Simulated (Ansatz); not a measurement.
System: A15 Nb3Sn (cubic form, which distorts at low temperature). Method: rVV10 (Ansatz, a first-principles code, PAW).

Run with plane-wave cutoff 520 eV, 10×10×10 k mesh, Fermi–Dirac smearing 0.05 eV, no spin polarisation, scalar-relativistic PAW data made under PBE.

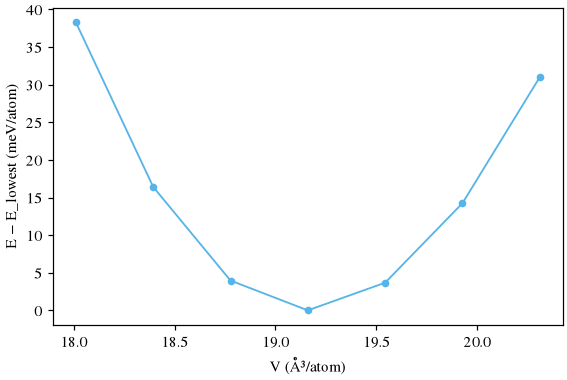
Figure. Total energy against volume

Q: From the curve, estimate the equilibrium volume and the bulk modulus.

A: V0 ≈ 19.2 Å³/atom and B0 ≈ 160 GPa; the fit gives V0 = 19.161 Å³/atom, B0 = 160 GPa, B′ = 4.2.

Measured, for comparison: bulk modulus 165 GPa (4 K, zero-point motion not removed; as tabulated in Lu and Klein (1997), arXiv:cond-mat/9704251); equilibrium volume per atom 18.49 Å³/atom (temperature not stated, no zero-point or thermal correction; as tabulated in Priinits et al. (2024), arXiv:2406.00817). Computed (rounded) less measured: bulk modulus -3 %, equilibrium volume per atom +3.6 %.

Note: symmetry holds this phase in the static calculation, where it need not be a minimum.

Spin–orbit coupling is not included.

Computed values are for the static lattice.

Computing time: very roughly 6 core-minutes.
